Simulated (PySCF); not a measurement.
SMILES [Ge]([Al]([CH3])[CH3])([CH3])([CH3])[CH3], singlet at its GFN2-xTB optimised geometry (Å):

```
22

Ge    -0.4198     0.4887     0.0000
C     -0.9017     2.4352     0.0000
C     -0.9010    -0.1281     1.8466
C      1.5864     0.4887     0.0000
Al    -1.5346    -0.8232    -1.8239
C     -1.9054     0.2334    -3.4676
C     -1.8948    -2.7212    -1.3514
H     -0.5785     2.9185    -0.9178
H     -0.4280     2.9459     0.8335
H     -1.9765     2.5693     0.0878
H     -0.4310     0.5036     2.5948
H     -0.5733    -1.1499     2.0163
H     -1.9761    -0.0921     2.0012
H      1.9765     0.9039    -0.9250
H      1.9687     1.0835     0.8245
H      1.9763    -0.5202     0.1025
H     -2.9759     0.3276    -3.6858
H     -1.5132     1.2557    -3.3778
H     -1.4514    -0.1998    -4.3669
H     -1.5564    -2.9459    -0.3306
H     -1.3860    -3.4316    -2.0139
H     -2.9596    -2.9800    -1.3928
```

Computed with PBE0/def2-SVP (PySCF).

Map of the HOMO amplitude (bohr^(-3/2)) on the plane z = 0.6 Å; orbital energy -6.40 eV, overall sign arbitrary:

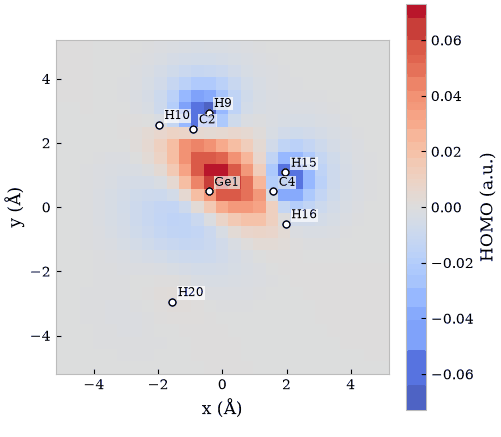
Figure. HOMO amplitude (bohr^(-3/2)) on the plane z = 0.6 Å.
